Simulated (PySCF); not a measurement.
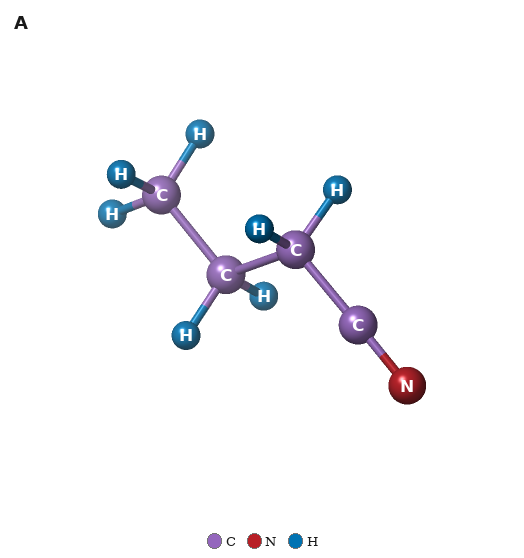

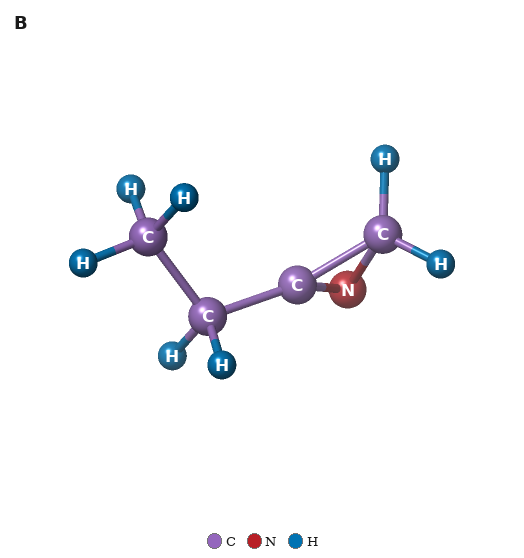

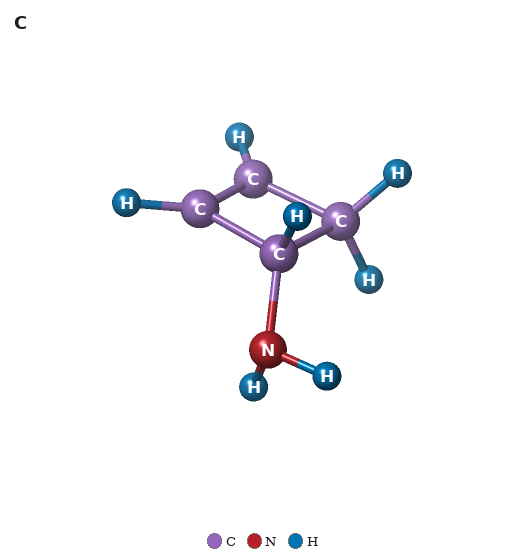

3 stationary structures of one formula. Geometries: PBE0-D3(BJ)/def2-SVP. Electronic energies: PBE0-D3(BJ)/def2-SVP (PySCF 2.14.0), without zero-point energy. No frequency run is at hand to confirm each as a minimum. Each is one conformer, not always the lowest.

> How are they related?

They are constitutional isomers of C4H7N: A `CCCC#N`, B `CCC1=NC1`, C `N[C@@H]1C=CC1`.

> Which is lowest in energy, and by how much?

A is lowest; C lies 1.270 eV above it, B lies 1.466 eV above it.
